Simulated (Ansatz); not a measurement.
Input

```
crystal:
  periodic: [false, false, false]
  atoms:
    - { symbol: Ge, position_ang: [0.0, 0.0, 0.0] }
    - { symbol: H, position_ang: [0.9237, 0.0, 1.4863] }
    - { symbol: O, position_ang: [1.9022, 0.0, 0.5126] }
    - { symbol: H, position_ang: [2.2186, -0.9521, 0.3959] }
    - { symbol: H, position_ang: [-0.73, 1.2648, -0.5162] }
    - { symbol: F, position_ang: [-0.7913, -1.3709, -0.5594] }
basis:
  gaussian: { orbitals: def2-TZVP }
hamiltonian:
  xc: pbe
  dispersion: d4
relax:
  f_tol: 0.15
  max_steps: 25
  restrain:
    - { distance: [1, 2], at: 2.21, k: 30.0 }
    - { distance: [0, 1], at: 1.55, k: 30.0 }
    - { distance: [0, 2], at: 1.77, k: 30.0 }
output:
  orbitals: {}
```

Launched as:

```sh
ansatz run input.yaml --threads 4 --pin off --max-ram 5120MiB --backend cpu --events-out ev --progress --plain --runs-dir out
```

The fields are those of the run's last geometry, not of the input's.

Not at a stationary point (largest force 1.7 eV/Å).

The calculation used RKS PBE-D4/def2-TZVP (Ansatz 0.2.0).

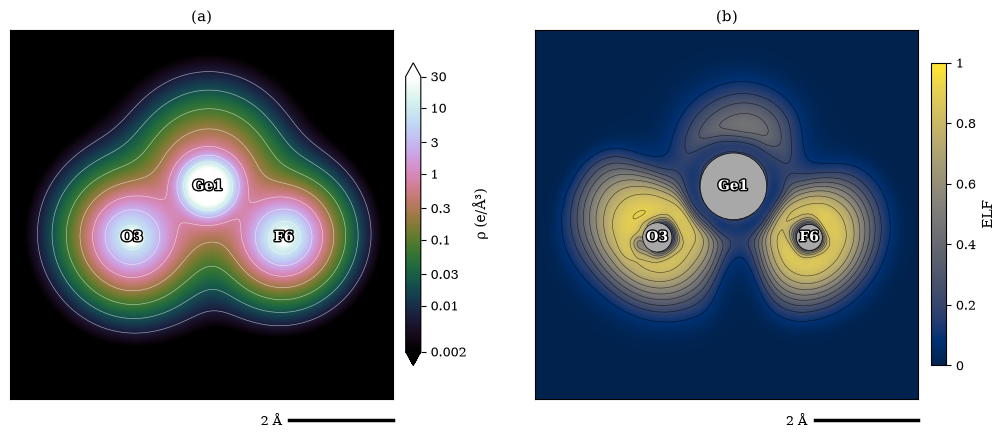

FGeH3O. (a) electron density; (b) ELF on the plane of atoms O3, Ge1 and F6. Grey discs cover the atomic cores in the ELF map.

> What do the fields say about this system?

Atoms in the plane: Ge, O and F. Ge–F (1.76 Å): ρ is about 0.93 e/Å³ halfway; the ELF peaks at about 0.80 in the valence shell of F, 0.5 Å from its nucleus, and is about 0.25 at the midpoint. Ge–O (1.77 Å): ρ at the midpoint is about 1 e/Å³; the ELF peaks at about 0.85 in the valence shell of O, 0.6 Å from its nucleus, and is about 0.30 at the midpoint. The ELF also peaks beside F6 and O3, away from the bonds: lone-pair regions.
